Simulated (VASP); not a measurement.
Shape and ions are relaxed at each volume.

Energy against volume of GaN (wurtzite). These are optB86b-vdW, VASP's PBE PAW potentials (set 64) (plane waves; VASP 6.6.1) values and carry that method's errors.

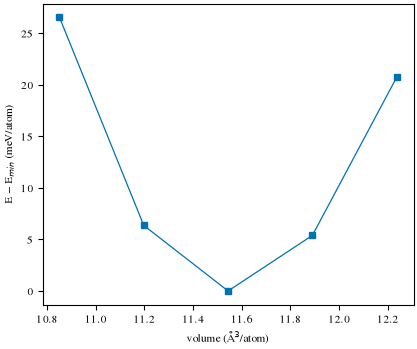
Energy against volume

Q: Estimate the equilibrium volume and the bulk modulus.

A: The minimum lies near 11.5 Å³/atom, and the curvature gives B0 of about 180 GPa.

The compound is GaN in the wurtzite structure. It was relaxed first.
